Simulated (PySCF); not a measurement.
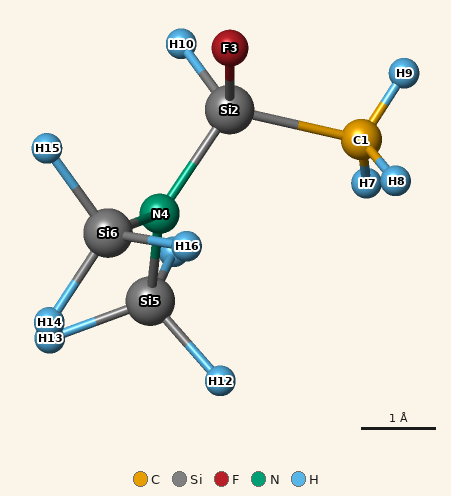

Fig. 1: The input geometry (ball-and-stick view, seen at a tilt; atoms are numbered from 1 in the order of the input).

Run report: CH$_{10}$FNSi$_{3}$, NMR shielding calculation

- system: CH$_{10}$FNSi$_{3}$
- method: GIAO PBE0/pcSseg-1 NMR shielding, non-relativistic, gas phase (PySCF 2.14.0)

The geometry comes from this level: GFN2-xTB. Figures and captions count atoms from 1; the log counts them from 0 in places.

Input file:
```
{"job": {"kind": "nmr", "xc": "PBE0", "basis": "pcSseg-1"}, "charge": 0, "multiplicity": 1}
C      2.256474    -0.492973     0.542489
Si     0.928569     0.031971    -0.693826
F      1.298711     1.525933    -1.187304
N     -0.647397     0.112914     0.022717
Si    -1.314684    -1.317589     0.764039
Si    -1.472467     1.655333     0.101212
H      2.052130    -1.480534     0.943366
H      2.306915     0.200261     1.378569
H      3.236582    -0.517939     0.075915
H      0.898299    -0.736925    -1.931446
H     -0.618706    -2.468593     0.186308
H     -1.097178    -1.271999     2.214716
H     -2.742231    -1.367412     0.454969
H     -2.790196     1.388561     0.675690
H     -1.584452     2.182406    -1.257093
H     -0.717969     2.565528     0.965751
```

The first line tells a small driver script what to run in PySCF; the rest is the geometry in Å.

Hardware: 1 CPU thread, shared host.

Command:
```bash
OMP_NUM_THREADS=1 python <driver script> task.json out
```

Log:
```
coarse grid: 14312 points
cycle   1  E = -1066.5617974812  dE =  2.470e-01  |g| = 7.087e-01  |ddm| = 3.553e+00
cycle   2  E = -1066.4746480073  dE =  8.715e-02  |g| = 1.000e+00  |ddm| = 1.268e+00
cycle   3  E = -1066.6540310235  dE = -1.794e-01  |g| = 8.207e-02  |ddm| = 8.095e-01
cycle   4  E = -1066.6552999313  dE = -1.269e-03  |g| = 3.170e-02  |ddm| = 9.594e-02
cycle   5  E = -1066.6555327813  dE = -2.328e-04  |g| = 9.339e-03  |ddm| = 3.064e-02
cycle   6  E = -1066.6555459653  dE = -1.318e-05  |g| = 2.759e-03  |ddm| = 7.484e-03
cycle   7  E = -1066.6555474788  dE = -1.514e-06  |g| = 3.947e-04  |ddm| = 2.660e-03
final grid: 123304 points
cycle   8  E = -1066.6913184601  dE = -1.868e-05  |g| = 6.284e-03  |ddm| = 1.633e-02
cycle   9  E = -1066.6913112611  dE =  7.199e-06  |g| = 8.452e-03  |ddm| = 1.180e-02
cycle  10  E = -1066.6913273156  dE = -1.605e-05  |g| = 1.002e-03  |ddm| = 7.103e-03
cycle  11  E = -1066.6913275172  dE = -2.016e-07  |g| = 2.095e-04  |ddm| = 9.067e-04
cycle  12  E = -1066.6913275264  dE = -9.195e-09  |g| = 2.170e-05  |ddm| = 1.710e-04
cycle  13  E = -1066.6913275265  dE = -6.548e-11  |g| = 8.434e-06  |ddm| = 2.716e-05
```

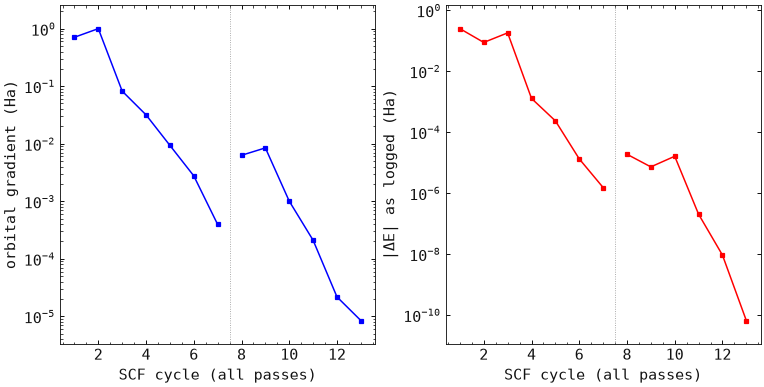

Fig. 2: Convergence of the self-consistent field: orbital gradient and size of the energy change against the SCF cycle. The dotted line marks the change from a coarse to the final integration grid. The first 7 cycles use a coarse grid, the final grid takes over at cycle 8, and the field converges after 13 cycles in all.

```
converged SCF energy = -1066.6913275265

GIAO shielding tensors (ppm)
atom      isotropic    diamagn.    paramagn.     s11        s22        s33       span
  0 C      185.277     256.928     -71.651    179.247    180.654    195.930     16.683
  1 Si     345.657     880.524    -534.867    310.110    357.353    369.507     59.397
  2 F      348.875     470.720    -121.844    313.179    351.770    381.678     68.499
  3 N      264.216     334.714     -70.498    244.739    253.890    294.018     49.279
  4 Si     407.538     881.060    -473.522    362.139    397.642    462.833    100.694
  5 Si     400.813     880.405    -479.592    368.200    375.686    458.553     90.353
  6 H       31.534      32.300      -0.767     26.901     30.317     37.383     10.483
  7 H       31.241      32.218      -0.977     27.266     29.169     37.288     10.022
  8 H       31.363      29.223       2.139     27.117     28.064     38.907     11.791
  9 H       26.402      30.632      -4.230     23.140     24.039     32.027      8.886
 10 H       27.151      30.519      -3.368     23.688     25.983     31.782      8.095
 11 H       27.071      30.276      -3.205     23.392     25.008     32.813      9.420
 12 H       27.076      29.857      -2.782     23.321     25.380     32.526      9.205
 13 H       27.097      29.713      -2.617     23.561     25.987     31.742      8.181
 14 H       26.753      29.473      -2.720     22.906     24.928     32.423      9.516
 15 H       26.806      29.885      -3.078     22.969     25.094     32.356      9.386
```

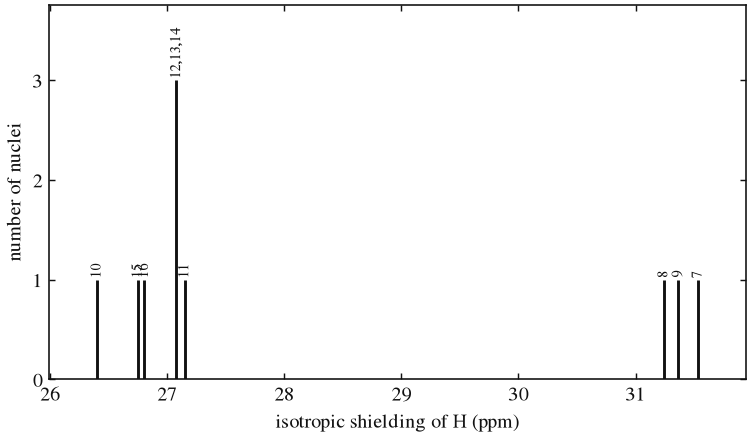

Fig. 3: Isotropic shieldings of the hydrogen nuclei in this fixed geometry, labelled by atom number; shielding grows to the right, so chemical shift grows to the left. The least shielded is H10 (26.4 ppm), the most shielded H7 (31.5 ppm).

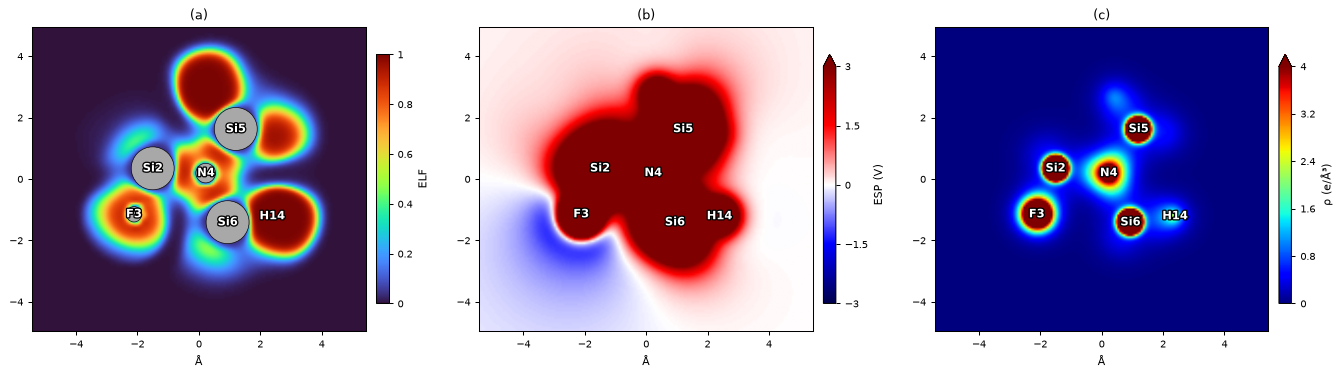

Fig. 4: (a) electron localisation function; (b) molecular electrostatic potential; (c) total electron density on the plane of atoms F3, Si2 and N4. Grey discs, where drawn, cover atomic cores. The section cuts through Si, F, N and H sites. Si–H (1.46 Å): ρ at the midpoint is about 0.81 e/Å³; the ELF climbs to about 1 towards the hydrogen, as it does in any bond to H.

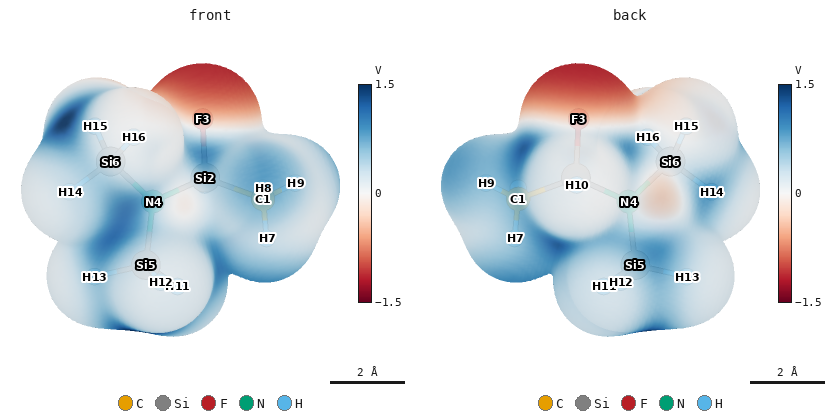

Fig. 5: The electrostatic potential painted on the density surface at 0.002 e/bohr³, seen at a tilt and from behind; red is negative and blue positive. A positive charge is drawn to the negative regions and a negative charge to the positive ones.

Summary:

```csv
quantity,value
outcome,converged
total energy,−1066.691328 hartree
HOMO,−7.54 eV
LUMO,0.04 eV
dipole moment,1.68 D
"isotropic shielding, C",185.3 ppm
"isotropic shielding, Si",345.7 to 407.5 ppm
"isotropic shielding, F",348.9 ppm
"isotropic shielding, N",264.2 ppm
"isotropic shielding, H",26.4 to 31.5 ppm
wall time,53 s
peak memory,0.81 GiB
```
